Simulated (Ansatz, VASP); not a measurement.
# Li4Ge2B in two plane-wave programs, part 2 of 2

Wanted: the spread between two codes on one cell, functional and k mesh.  The structure shown is the end of the VASP relaxation below.

VASP 6.6.1 and Ansatz 0.2.0.

So far: Starting point; VASP: relaxation, PBE.

**3. Ansatz: single point, PBE**

Level of this step: Ansatz beside VASP: Kohn-Sham DFT, plane waves, PBE (Ansatz).

Ansatz runs on its default PAW (the set named soft_2) files.

The same cell, functional, mesh and smearing now go to Ansatz, which takes its cutoff from its data sets.

The input, input.yaml:

```yaml
crystal:
  lattice:
    - [4.46030298, 0.0, 0.0]
    - [-2.23015149, 3.86273569, 0.0]
    - [0.0, 0.0, 26.28280406]
  atoms:
    - { symbol: Ge, position: [0.33333333, 0.66666667, 0.28535768] }
    - { symbol: Ge, position: [0.33333333, 0.66666667, 0.38328936] }
    - { symbol: Ge, position: [0.0, 0.0, 0.51432604] }
    - { symbol: Ge, position: [0.0, 0.0, 0.6119391] }
    - { symbol: Li, position: [0.0, 0.0, 0.31301786] }
    - { symbol: Li, position: [0.66666667, 0.33333333, 0.33897034] }
    - { symbol: Li, position: [0.0, 0.0, 0.42426268] }
    - { symbol: Li, position: [0.66666667, 0.33333333, 0.45098188] }
    - { symbol: Li, position: [0.66666667, 0.33333333, 0.55127611] }
    - { symbol: Li, position: [0.33333333, 0.66666667, 0.57941407] }
    - { symbol: Li, position: [0.66666667, 0.33333333, 0.66182224] }
    - { symbol: Li, position: [0.33333333, 0.66666667, 0.70907797] }
    - { symbol: B, position: [0.33333333, 0.66666667, 0.48230143] }
    - { symbol: B, position: [0.0, 0.0, 0.68800226] }
hamiltonian:
  xc: pbe
  pseudopotentials: { kind: paw }
kpoints:
  mp_grid: { grid: [5, 5, 1] }
scf:
  occupations: { method: methfessel_paxton, width: 0.2 }
  n_extra_bands: 7
efield:
  axis: 3
  dipole_correction: true
  ramp_width: 0.04
output:
  forces: true
  eigenvalues: true
  write_density: true
  write_potential: true
  elf: true
  volumetric_format: npy
```

The run is started by

```sh
$ ansatz run input.yaml --threads 4 --pin off --max-ram 9216MiB --backend cpu --events-out ev --progress --plain --runs-dir out
```

Numbers of over 12 decimals in the logs are rounded to 6 here.

The program printed:

```text
scf.n_extra_bands = 7 over 43 filled bands (N_el = 86.0): the run solves 50 bands
Engine: ansatz 0.2.0, aarch64-unknown-linux-gnu
Pseudopotentials: kind: paw
Pseudopotential: Ge, paw, valence charge 14, recommended cutoff 420 eV (normal), Ge.paw.azcp
Pseudopotential: Li, paw, valence charge 3, recommended cutoff 420 eV (normal), Li.paw.azcp
Pseudopotential: B, paw, valence charge 3, recommended cutoff 420 eV (normal), B.paw.azcp
Functional definition: PBE
  parameter kappa = 0.804
  parameter beta = 0.066725
  exchange = pbe_x(kappa = kappa, mu = beta*pi^2/3)
  correlation = pbe_c(beta = beta)
Crystal: 14 atoms, lattice volume = 452.826 Å³
Basis set: ecut = 420 eV, 8925 PW (Γ), exchange–correlation on 60×60×360 points (8 copies of the dense FFT grid, shifted against one another)
Bands: 50, of which v1, the nominal top of the filled ones, is band 43 counted from 1 (42 counted from 0)
Symmetry: 6 space group operations
Space group: P3m1 (ITA 156), of the structure as read, at distance tolerance 7.7e-5 Å
k-points: 5 of 25 (time reversal used)
Non-local potential: Ge, projectors of the file, l = 0: 2, l = 1: 2, l = 2: 3, l = 3: 1
Non-local potential: Li, projectors of the file, l = 0: 3, l = 1: 2, l = 2: 1
Non-local potential: B, projectors of the file, l = 0: 2, l = 1: 2, l = 2: 1
PAW form: soft (Blöchl's): semilocal exchange-correlation on the pseudo side does not see the compensation charge
PAW one-centre angular grid: Ge, 590 points (default); XC on 64 Gauss nodes
PAW one-centre angular grid: Li, 110 points (default); XC on 64 Gauss nodes
PAW one-centre angular grid: B, 110 points (default); XC on 64 Gauss nodes
Initial density: superposition of atomic densities (neutral atoms: chi_scale 0, normalization atom), corrected by the library's trained network
Initial wavefunctions: pseudopotential atomic-orbital guess
Functional: x = pbe(κ = 0.804, μ = 0.219515), c = pbe(β = 0.066725)
SCF iter   1: F=—  HF=-19126.610833 eV  |F-HF|=—  |Δ(HF+E_count)|=         —  Δρ=2.67e-3  dr2=5.37e-1  ethr=1.77e-3  p=0.094 e·Å  D=3.74e-2 V/Å  ΔV_dip=-0.98 eV  dr2_dipole=6.27e-2  V_vac-E_F(+/−)=3.51/4.49 eV  ⟨swp⟩=8.8  Hψ=1008  notcnv=0
efield: sawtooth ramp at fractional position 0.9772 (placed from the atoms, in the widest stretch of the axis that holds none; the zero of the levels goes with the place), width 0.0400; the density the first Hamiltonian is built on has a dipole p = 0.094 e·Å; the dipole correction subtracts the counter field D = 3.74e-2 V/Å, which shifts the + side's vacuum level by -0.98 eV against the − side's; the planar-averaged density in the ramp window peaks in size at 7.0e-6 e/Å³
preconditioner: auto → LDOS  [metal: Δε(μ)=0.132 eV  Ē_g=5.622 eV  σ=0.200 eV  W_gap=0.47  n_scr=82 (ndim 8)  ℏωp=9.6 eV  f_vac=0.467  D(μ)=6.47/eV (n_scr^D=12)  β→1.0]
SCF iter   2: F=—  HF=-19126.587166 eV  |F-HF|=—  |Δ(HF+E_count)|=   2.37e-2  S|Δr|=    0.00e0  Δρ=1.58e-3  dr2=1.89e-2  ethr=6.24e-4  p=0.074 e·Å  D=2.97e-2 V/Å  ΔV_dip=-0.78 eV  dr2_dipole=1.45e-4  V_vac-E_F(+/−)=3.59/4.37 eV  ⟨swp⟩=1.6  Hψ=296  notcnv=0
SCF iter   3: F=—  HF=-19126.584946 eV  |F-HF|=—  |Δ(HF+E_count)|=   2.22e-3  S|Δr|=    0.00e0  Δρ=8.15e-4  dr2=8.18e-3  ethr=2.20e-5  p=0.074 e·Å  D=2.95e-2 V/Å  ΔV_dip=-0.78 eV  dr2_dipole=2.98e-5  V_vac-E_F(+/−)=3.59/4.36 eV  ⟨swp⟩=2.0  Hψ=426  notcnv=0
SCF iter   4: F=—  HF=-19126.582994 eV  |F-HF|=—  |Δ(HF+E_count)|=   1.95e-3  S|Δr|=    0.00e0  Δρ=1.73e-4  dr2=6.67e-4  ethr=9.51e-6  p=0.073 e·Å  D=2.90e-2 V/Å  ΔV_dip=-0.76 eV  dr2_dipole=3.37e-5  V_vac-E_F(+/−)=3.58/4.34 eV  ⟨swp⟩=2.0  Hψ=423  notcnv=0
SCF iter   5: F=—  HF=-19126.582999 eV  |F-HF|=—  |Δ(HF+E_count)|=   4.53e-6  S|Δr|=    0.00e0  Δρ=8.77e-5  dr2=1.07e-4  ethr=7.76e-7  p=0.072 e·Å  D=2.88e-2 V/Å  ΔV_dip=-0.76 eV  dr2_dipole=2.03e-5  V_vac-E_F(+/−)=3.58/4.34 eV  ⟨swp⟩=2.0  Hψ=375  notcnv=0
SCF iter   6: F=—  HF=-19126.582986 eV  |F-HF|=—  |Δ(HF+E_count)|=   1.24e-5  S|Δr|=    0.00e0  Δρ=3.21e-5  dr2=1.71e-5  ethr=1.24e-7  p=0.072 e·Å  D=2.88e-2 V/Å  ΔV_dip=-0.76 eV  dr2_dipole=7.06e-6  V_vac-E_F(+/−)=3.58/4.33 eV  ⟨swp⟩=2.0  Hψ=395  notcnv=0
SCF iter   7: F=—  HF=-19126.583040 eV  |F-HF|=—  |Δ(HF+E_count)|=   5.33e-5  S|Δr|=    0.00e0  Δρ=1.06e-5  dr2=9.99e-7  ethr=1.98e-8  p=0.072 e·Å  D=2.87e-2 V/Å  ΔV_dip=-0.76 eV  dr2_dipole=8.04e-8  V_vac-E_F(+/−)=3.58/4.33 eV  ⟨swp⟩=2.0  Hψ=398  notcnv=0
SCF iter   8: F=—  HF=-19126.583040 eV  |F-HF|=—  |Δ(HF+E_count)|=   4.78e-7  S|Δr|=    0.00e0  Δρ=4.25e-6  dr2=1.46e-7  ethr=1.16e-9  p=0.072 e·Å  D=2.87e-2 V/Å  ΔV_dip=-0.76 eV  dr2_dipole=1.09e-8  V_vac-E_F(+/−)=3.58/4.33 eV  ⟨swp⟩=2.8  Hψ=477  notcnv=0
SCF iter   9: F=-19126.583040 eV  HF=-19126.583040 eV  |F-HF|=7.55e-9  |Δ(HF+E_count)|=   1.11e-7  S|Δr|=    0.00e0  Δρ=1.83e-6  dr2=2.40e-8  ethr=1.16e-10  p=0.072 e·Å  D=2.87e-2 V/Å  ΔV_dip=-0.76 eV  dr2_dipole=7.62e-12  V_vac-E_F(+/−)=3.58/4.33 eV  ⟨swp⟩=16.8  Hψ=1919  notcnv=0
SCF 1 converged in 9 iterations: F = -19126.583040 eV  dr2 = 2.40e-8
  greatest PAW one-centre occupation: 1.000 electrons in one spin orbital (limit 2), on the Li atom at site 6 (counted from 0), in its partial waves of l = 0
WARN: The input density's exchange-correlation potential varies sharply where the density is thin. Do not read a vacuum level from v_tot or v_xc, or from such a field of the output density. On a cell that repeats whose density bears no net charge and no dipole along the vacuum's axis use v_es (v_loc + v_h of the components); under efield.dipole_correction with no amplitude use v_es + v_field, which holds any external [...]
SCF converged after 9 iterations
Stability not checked: this state was not tested for a lower state beside it, because cold or Methfessel-Paxton smearing, or corrected tetrahedra, fill the levels in a way that the test cannot read (fill_not_monotonic; see scf.lower_state_search)
Free energy (F): -19126.583040 eV
Harris-Foulkes:  -19126.583040 eV  (|F-HF|=7.55e-9)
Internal energy: -19126.562637 eV  (E = F + TS)
E sigma→0 (E₀):  -19126.577939 eV
Entropy (-TS):   -0.020403 eV (-1.457 meV/atom)
Fermi energy:    0.574396 eV
Dipole field:    D = 0.028749 V/Å  (p = 0.071943 e·Å, saw-weighted, corrected)
Work function:   Φ+ = 3.5774 eV   Φ− = 4.3330 eV
Levels:          The Fermi level and band energies are counted from a zero that moves with the ramp; work functions are not
--- Per-component energies (eV) ---
  E_band       = -1790.076393
  E_kinetic    = 691.810976
  E_local      = -61197.429437  (includes V_loc(G=0)·N_el)
  E_nonlocal   = 1428.430982
  E_hartree    = 29532.344489
  E_xc         = -443.349125
  E_vxc        = -433.149909  (∫ρ·V_xc dr)
  E_paw        = -8397.470430  (= ΣΔE_a)
  E_vpaw       = -1345.970511  (= ΣTr[D̂ρ^β])
  E_aug_tail   = 0.001311  (compensation charges beyond the density's cutoff)
  E_efield     = 0.001034  (sawtooth field / dipole correction)
  E_vefield    = 1.539390  (∫n·V_field dr)
  E_ewald      = 19259.097562
  E_smearing   = -0.020403  (= −TS)
  E_closure    = 0.000000  (closes the sum)
  Σ components = -19126.583040   (vs F -19126.583040, Δ=0.00e0)
--- Forces (eV/Å), atoms counted from 1 ---
  atom   1  Ge     0.00000000     0.00000000     0.77487638
  atom   2  Ge     0.00000000    -0.00000000     0.31663024
  atom   3  Ge     0.00000000    -0.00000000     0.05415233
  atom   4  Ge     0.00000000    -0.00000000     0.09604398
  atom   5  Li    -0.00000000     0.00000000     0.03282532
  atom   6  Li     0.00000000    -0.00000000     0.01363716
  atom   7  Li    -0.00000000     0.00000000    -0.77793717
  atom   8  Li     0.00000000    -0.00000000    -0.02265735
  atom   9  Li    -0.00000000     0.00000000     0.02503930
  atom  10  Li     0.00000000    -0.00000000     0.02604850
  atom  11  Li    -0.00000000     0.00000000    -0.00937222
  atom  12  Li     0.00000000    -0.00000000    -0.00744223
  atom  13  B      0.00000000     0.00000000    -0.36845894
  atom  14  B     -0.00000000    -0.00000000    -0.15340126
  max |Σ_I F_I| component: 1.60e-5 eV/Å
--- Band table (eV; the first three rows and the last of 5) ---
  k-point 0: bands = [... 39 lower, -0.1040, 0.4855, 0.4855, 0.7950, 1.3287, 1.3287, 1.9504, 2.6386, ... 3 higher]
  k-point 1: bands = [... 39 lower, -0.5156, 0.0043, 0.1221, 0.8310, 1.1423, 1.5592, 1.6157, 2.4170, ... 3 higher]
  k-point 2: bands = [... 39 lower, -1.0423, -0.5293, -0.4885, -0.0045, 0.5275, 1.2004, 1.4567, 2.0044, ... 3 higher]
  k-point 4: bands = [... 39 lower, -1.3740, -1.1411, -0.5115, 0.1375, 0.5233, 0.8007, 1.5637, 1.8803, ... 3 higher]
```

It took 4.3 s on 4 threads of Arm Neoverse V2, shared host; peak memory 0.79 GiB.

In the SCF lines HF is the Harris–Foulkes energy and dr2 the Hartree energy of the density residual, in eV; the loop may stop once dr2 is under the threshold and the program's other checks hold. Hψ counts applications of the Hamiltonian.

**4. Differences**

Known differences besides the PAW data sets themselves: the data sets hold 86 valence electrons in Ansatz (default PAW (the set named soft_2) files) and 30 in VASP; the cutoff is 420 eV in Ansatz and 320 eV in VASP (PREC = Normal, projectors in real space); VASP leaves aspherical gradient terms in its spheres out (LASPH is not set), Ansatz keeps them. Total energies have different zeros and are not compared.

Forces on 10 of the 14 atoms, picked by the larger force of the two programs (eV/Å; atoms numbered as in POSCAR):

```
atom        Ansatz x, y, z          VASP x, y, z
 Ge1   0.000, 0.000, 0.775   0.000, 0.000, 0.726
 Ge2   0.000, 0.000, 0.317   0.000, 0.000, 0.347
 Ge3   0.000, 0.000, 0.054   0.000, 0.000, 0.022
 Ge4   0.000, 0.000, 0.096   0.000, 0.000, 0.029
 Li5   0.000, 0.000, 0.033   0.000, 0.000, 0.026
 Li7  0.000, 0.000, -0.778  0.000, 0.000, -0.789
 Li8  0.000, 0.000, -0.023  0.000, 0.000, -0.027
Li10   0.000, 0.000, 0.026   0.000, 0.000, 0.023
 B13  0.000, 0.000, -0.368  0.000, 0.000, -0.370
 B14  0.000, 0.000, -0.153  0.000, 0.000, -0.002
```

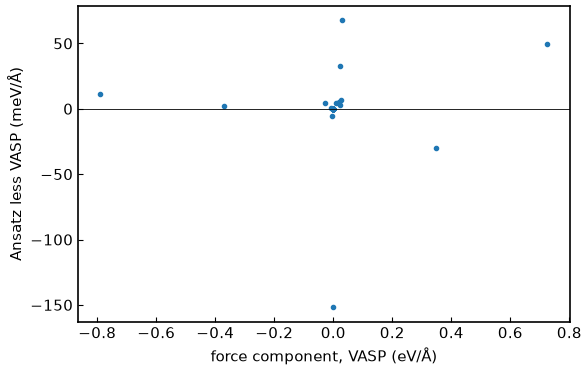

Difference of the force components against their size.

The forces differ by 28 meV/Å r.m.s., which is 15.1 % of the r.m.s. force of 0.18 eV/Å (both taken over all components, held atoms included).

**5. Further runs**

The difference is large enough to ask for its cause, so further runs change the set-up of one program at a time, as the table lists.

```
                                        run  r.m.s. force difference (meV/Å)
                                   as above                               28
    Ansatz's larger PAW set (cutoff 780 eV)                               29
norm-conserving potentials (cutoff 1116 eV)                               28
```

**6. Summary of results**

```json
{
  "r.m.s. force difference (single point, PBE)": "28 meV/Å"
}
```

**Reading.** The r.m.s. force difference is 28 meV/Å (single point, PBE), beyond the 12 meV/Å picked in this series as the mark of a large difference. For single point, PBE: no further run halves the r.m.s. force difference; only Ansatz's side was varied, and Ansatz's runs with other potentials lie closer to each other than to VASP, which for this quantity points to VASP's side; this was not tested here. Differences of this kind measure data sets and numerical settings, not the functional's error against experiment.

[Lines on the potential files, build, host, timing and source positions are cut from VASP's logs without a mark.]

[Logs are printed without paths, hosts, clocks, repeated set-up lines and the standing remarks that a program may print on its own settings, such as how far it seeks lower states.]

[Hosts, paths, dates, database ids (printed as entryN), source tags and the programs' standing remarks are cut or masked in the printed files.]
